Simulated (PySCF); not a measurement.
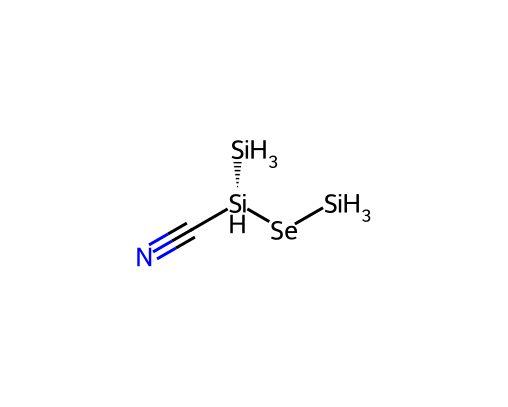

2D structure.

> Write the SMILES.

N#C[Si@H]([SiH3])[Se][SiH3]

> Give the formula, hydrogens included.

CH7NSeSi3.

> An optimisation with GFN2-xTB gave a structure of which point group?

C1.

The parts below concern this one geometry. Atoms keep their numbers from picture to picture. The geometry was computed by an optimisation with GFN2-xTB. No frequency run is at hand to confirm it as a minimum.

**Dipole moment**

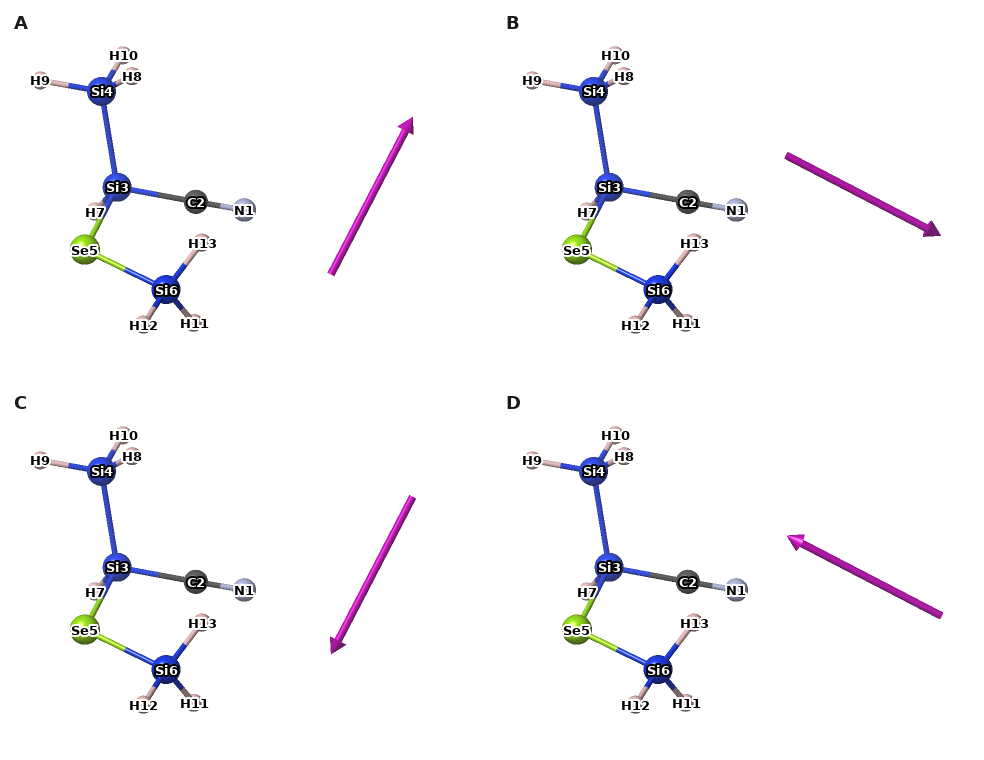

The same molecule four times, each with an arrow. No frequency run is at hand to confirm it as a minimum. Properties computed with CAM-B3LYP/def2-SVPD, gas phase (PySCF 2.14.0).

> Which arrow points along the dipole moment, from the negative to the positive end?

D. The dipole moment is 2.51 D; it points from the side of N1 to the side of H9 (the outermost atoms at the two ends).

**Polarisability**

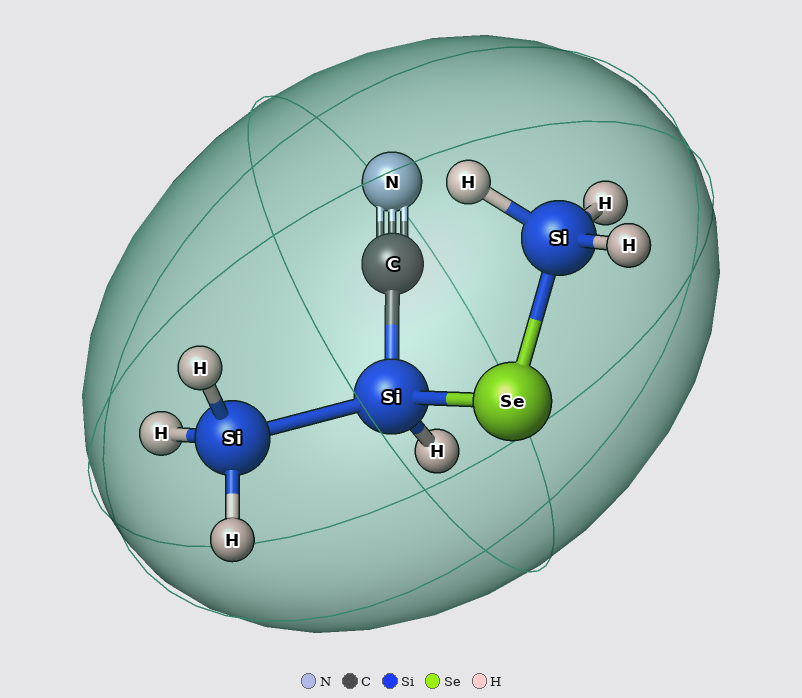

The ellipsoid shows the static dipole polarisability: its half-axes are proportional to the principal values. No frequency run is at hand to confirm it as a minimum. Computed with CAM-B3LYP/def2-SVPD (PySCF 2.14.0).

> How large and how anisotropic is the polarisability?

Principal values 104.9, 124.2, 152.1 bohr³; mean 127.0 bohr³ (18.83 Å³); anisotropy 41.1 bohr³, so the longest axis is 1.45 times the shortest.

**Excitation**

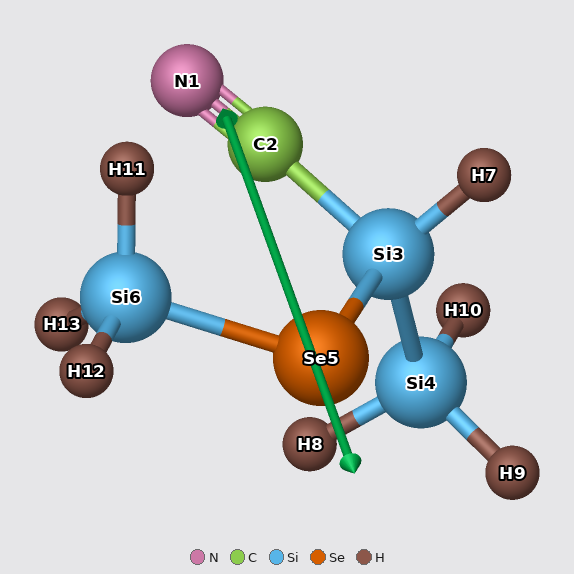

The double arrow shows the direction of the transition dipole to excited singlet state 5 (its length means nothing). No frequency run is at hand to confirm it as a minimum. Method: TDDFT CAM-B3LYP/def2-SVPD, vertical, gas phase, core orbitals frozen in the response (PySCF 2.14.0).

> Give its energy, strength and character.

6.33 eV (196 nm), oscillator strength 0.10, mainly HOMO−1 → LUMO (weight 0.85); transition dipole 2.09 D.

The geometry is semi-empirical. Around Se, Si such bond lengths and angles can be off by a tenth of an ångström or more and by several degrees, and values that hang on the shape move with them.
